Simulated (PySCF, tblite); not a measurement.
# C6H11FOSi: geometry, infrared bands and NMR shifts

Aim: predict the infrared bands and NMR shifts of C6H11FOSi (`C[C@]1(C(=O)F)C[C@H]([SiH3])C1`).

Programs: tblite 0.8.0 and PySCF 2.14.0, with density-fitted response routines of our own. Each step states its level of theory. These are calculated values for one molecule in the gas phase, unless marked as measured. Atoms are numbered from 0 throughout.

## Step 1: The starting structure

20 atoms, charge 0, multiplicity 1; geometry from: force field or distance geometry start.

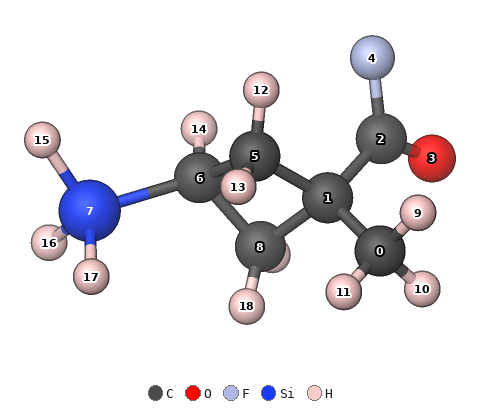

As it starts; carbon dark grey, oxygen red, fluorine light blue, silicon blue, hydrogen pink, atoms numbered.

## Step 2: Relaxing the molecule with GFN2-xTB

What the job is given:

```
{"job": {"kind": "relax", "xc": "GFN2-xTB", "basis": "xTB"}, "charge": 0, "multiplicity": 1}
C     -1.933500     0.833300    -0.792900
C     -1.035000    -0.085400     0.001300
C     -1.863500    -1.155200     0.814400
O     -2.603600    -2.020700     0.357000
F     -1.784600    -1.088400     2.156900
C      0.060500     0.679200     0.816800
C      1.075200    -0.397900     0.368400
Si     2.844100     0.216800    -0.039900
C      0.153200    -0.681300    -0.831700
H     -2.630300     1.375200    -0.124300
H     -2.546400     0.263600    -1.509500
H     -1.374000     1.576600    -1.356200
H     -0.100800     0.744200     1.910400
H      0.266800     1.693500     0.446800
H      1.119000    -1.238100     1.071900
H      3.526900     0.657300     1.203600
H      3.626400    -0.873900    -0.669900
H      2.767600     1.351300    -0.986900
H      0.370800    -0.107200    -1.739100
H      0.056100    -1.732300    -1.100200
```

Started as:

```
> OMP_NUM_THREADS=1 python probes_run.py task.json out
```

One launch serves the whole session: the jobs run in the order shown.

**Question.** This job is followed by: GFN2-xTB harmonic vibrations, gas phase; GIAO PBE0/pcSseg-1 NMR shielding, non-relativistic, gas phase. Predict these results of the whole session: strongest single infrared mode (GFN2-xTB); zero-point energy (GFN2-xTB); 13C shifts against TMS (PBE0/pcSseg-1, means over atoms taken as alike); 1H shifts against TMS (PBE0/pcSseg-1, means over atoms taken as alike); 17O shifts against H2O (PBE0/pcSseg-1); 19F shifts against CFCl3 (PBE0/pcSseg-1); 29Si shifts against TMS (PBE0/pcSseg-1).

As calculated:

| quantity | value |
| --- | --- |
| strongest single infrared mode (GFN2-xTB) | 1860 cm⁻¹, 458 km/mol |
| zero-point energy (GFN2-xTB) | 95.5 kcal/mol |
| 13C shifts against TMS (PBE0/pcSseg-1, means over atoms taken as alike) | 177.2, 40.1, 34.0, 26.8, 6.0 ppm |
| 1H shifts against TMS (PBE0/pcSseg-1, means over atoms taken as alike) | 3.91, 3.01, 1.85, 1.75, 1.55 ppm |
| 17O shifts against H2O (PBE0/pcSseg-1) | 448.6 ppm |
| 19F shifts against CFCl3 (PBE0/pcSseg-1) | 22.5 ppm |
| 29Si shifts against TMS (PBE0/pcSseg-1) | -60.9 ppm |

**Reading.** Relaxing lowered the energy by 0.486 eV in 141 steps; the close pair that moved most is C1–C2, from 1.579 to 1.492 Å. No mode is imaginary among the 54: a minimum at this level. The strongest single mode, at 1860 cm⁻¹, moves mainly C2 and O3. Unscaled tight-binding wavenumbers are off by several per cent, some by more. Its intensities can rank the bands wrongly. At PBE0/pcSseg-1: Shielding is most anisotropic at O3 (span 644 ppm, paramagnetic term -514 ppm).
